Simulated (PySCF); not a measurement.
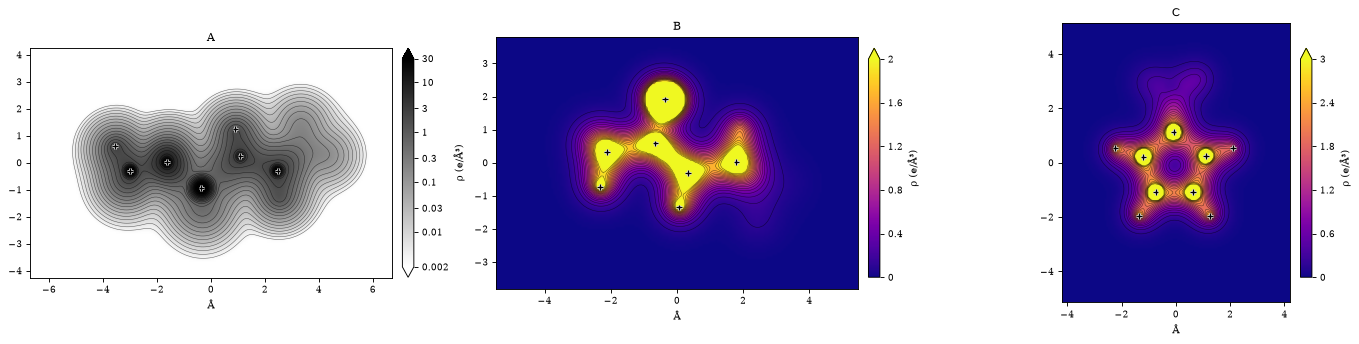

The total electron density of 3 systems, each on a plane through atoms (crosses mark nuclei in the plane).

All numbers below come from PySCF, PBE0/pcSseg-1, SCF density, gas phase, non-relativistic.

System 1: C5H8B2, the plane of atoms C4, C5 and H13. Geometry: GFN2-xTB.

```
atom    x (Å)    y (Å)    z (Å)
   B  -1.6060  -1.3520  -0.4374
   C  -0.3932  -0.4542  -0.2111
   B  -0.8542   1.2060  -0.0203
   C   0.8184  -0.4673  -0.9700
   C   1.8601   0.0589  -0.2297
   C   1.3675   0.4590   1.0068
   C  -0.0241   0.2181   1.0613
   H  -1.6459  -2.0398  -1.3840
   H  -2.4734  -1.3871   0.3463
   H  -1.9765   1.4322   0.2258
   H  -0.2294   1.9757  -0.6424
   H   0.8893  -0.8185  -1.9847
   H   2.8742   0.1808  -0.5666
   H   1.9476   0.9068   1.7960
   H  -0.5588   0.0894   1.9879
```

System 2: C5H9BF2, the plane of atoms C1, C2 and C4. Geometry: GFN2-xTB.

```yaml
atoms:
  - { symbol: C, position_ang: [2.8287, 0.3388, 0.3197] }
  - { symbol: C, position_ang: [1.4131, 0.4238, -0.1377] }
  - { symbol: F, position_ang: [1.2845, 1.1468, -1.2839] }
  - { symbol: C, position_ang: [0.3399, -0.1075, 0.4260] }
  - { symbol: C, position_ang: [-1.0644, 0.0191, -0.0942] }
  - { symbol: C, position_ang: [-1.7339, -1.3686, -0.1022] }
  - { symbol: B, position_ang: [-1.8864, 1.0313, 0.8214] }
  - { symbol: F, position_ang: [-2.5580, 2.0106, 0.2627] }
  - { symbol: H, position_ang: [3.4426, -0.1142, -0.4585] }
  - { symbol: H, position_ang: [3.2180, 1.3391, 0.5091] }
  - { symbol: H, position_ang: [2.8989, -0.2536, 1.2258] }
  - { symbol: H, position_ang: [0.4679, -0.6699, 1.3377] }
  - { symbol: H, position_ang: [-1.0223, 0.3838, -1.1245] }
  - { symbol: H, position_ang: [-1.8068, -1.7645, 0.9083] }
  - { symbol: H, position_ang: [-2.7355, -1.3020, -0.5198] }
  - { symbol: H, position_ang: [-1.1513, -2.0610, -0.7063] }
  - { symbol: H, position_ang: [-1.9420, 0.9602, 1.9929] }
```

System 3: C6H11FO2Si, the plane of atoms O2, C1 and H11. Geometry: GFN2-xTB.

```xyz
21

C     3.7096    0.5139    1.1756
O     2.3953    0.0868    0.9495
Si    1.3946    0.4650   -0.2552
F     2.0787    0.0316   -1.6619
C    -0.1085   -0.5978    0.0588
C    -0.6793   -1.4730   -1.0265
C    -1.4009   -0.2330   -0.6221
C    -2.6885   -0.3062    0.1607
C    -2.9046    0.9148    1.0105
O    -2.1810    1.8672    1.0654
H     4.0956   -0.0347    2.0345
H     3.7309    1.5840    1.3896
H     4.3357    0.3164    0.3038
H     1.1661    1.8860   -0.4549
H    -0.2176   -0.9819    1.0653
H    -0.1838   -1.4868   -1.9847
H    -1.0970   -2.4278   -0.7410
H    -1.3681    0.6031   -1.3091
H    -3.5527   -0.3997   -0.5061
H    -2.6971   -1.1804    0.8177
H    -3.8360    0.8694    1.6127
```

Match each panel to its system.

Panel A is system 3, C6H11FO2Si: the plane holds C, O, Si and H. C–C (1.51 Å): ρ at the midpoint is about 1.6 e/Å³. Panel B is system 2, C5H9BF2: the plane holds C, F and H. C–C (1.32 Å): the density is about 2.3 e/Å³ at the midpoint. Panel C is system 1, C5H8B2: the plane holds C and H. C–C (1.38 Å): ρ is about 2.1 e/Å³ halfway.
